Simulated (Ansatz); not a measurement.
Process, species as SMILES: F[S] (F-S) → F atom + S atom
B3LYP-D3(BJ)/def2-TZVP geometries, fixed; electronic energies without zero-point terms.

Basis-set convergence of the atomisation energy at PBE with Ansatz (an electronic-structure program). Cartesian d functions, on some or all atoms, in 6-31G**, 6-31+G*, 6-311G**, 6-311+G**; all else is spherical. The program fits the integrals of some runs and decomposes those of others, by size. Open shells are unrestricted. No added dispersion term, no relativity. Functions are those of the species that has most. Reference: the value in aug-cc-pV(5+d)Z, 95.49 kcal/mol, itself unsure by roughly 0.06 kcal/mol (its mean distance from pcseg-4, aug-pcseg-3, aug-cc-pV(Q+d)Z). Deviations are taken from unrounded values.

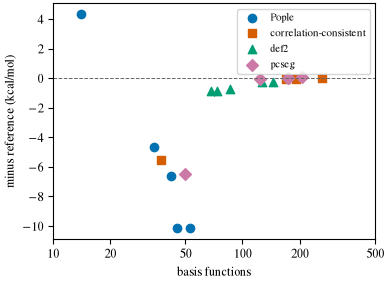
Figure: Deviation from the reference against the number of basis functions, by family of sets.

```json
[
 {"basis": "STO-3G", "functions": "14", "atomisation energy (kcal/mol)": "99.83", "minus reference (kcal/mol)": "4.33"},
 {"basis": "6-31G**", "functions": "34", "atomisation energy (kcal/mol)": "90.84", "minus reference (kcal/mol)": "-4.65"},
 {"basis": "cc-pV(D+d)Z", "functions": "37", "atomisation energy (kcal/mol)": "89.95", "minus reference (kcal/mol)": "-5.54"},
 {"basis": "6-31+G*", "functions": "42", "atomisation energy (kcal/mol)": "88.89", "minus reference (kcal/mol)": "-6.60"},
 {"basis": "6-311G**", "functions": "45", "atomisation energy (kcal/mol)": "85.39", "minus reference (kcal/mol)": "-10.10"},
 {"basis": "aug-pcseg-1", "functions": "50", "atomisation energy (kcal/mol)": "89.00", "minus reference (kcal/mol)": "-6.50"},
 {"basis": "6-311+G**", "functions": "53", "atomisation energy (kcal/mol)": "85.37", "minus reference (kcal/mol)": "-10.12"},
 {"basis": "def2-TZVP", "functions": "68", "atomisation energy (kcal/mol)": "94.59", "minus reference (kcal/mol)": "-0.90"},
 {"basis": "def2-TZVPP", "functions": "73", "atomisation energy (kcal/mol)": "94.64", "minus reference (kcal/mol)": "-0.86"},
 {"basis": "def2-TZVPD", "functions": "86", "atomisation energy (kcal/mol)": "94.75", "minus reference (kcal/mol)": "-0.74"},
 {"basis": "pcseg-3", "functions": "124", "atomisation energy (kcal/mol)": "95.46", "minus reference (kcal/mol)": "-0.04"},
 {"basis": "def2-QZVPP", "functions": "127", "atomisation energy (kcal/mol)": "95.23", "minus reference (kcal/mol)": "-0.27"},
 {"basis": "def2-QZVPPD", "functions": "145", "atomisation energy (kcal/mol)": "95.25", "minus reference (kcal/mol)": "-0.25"},
 {"basis": "aug-cc-pV(Q+d)Z", "functions": "169", "atomisation energy (kcal/mol)": "95.41", "minus reference (kcal/mol)": "-0.09"},
 {"basis": "aug-pcseg-3", "functions": "174", "atomisation energy (kcal/mol)": "95.52", "minus reference (kcal/mol)": "0.03"},
 {"basis": "cc-pV(5+d)Z", "functions": "191", "atomisation energy (kcal/mol)": "95.46", "minus reference (kcal/mol)": "-0.03"},
 {"basis": "pcseg-4", "functions": "206", "atomisation energy (kcal/mol)": "95.55", "minus reference (kcal/mol)": "0.05"},
 {"basis": "aug-cc-pV(5+d)Z", "functions": "263", "atomisation energy (kcal/mol)": "95.49", "minus reference (kcal/mol)": "0.00"}
]
```
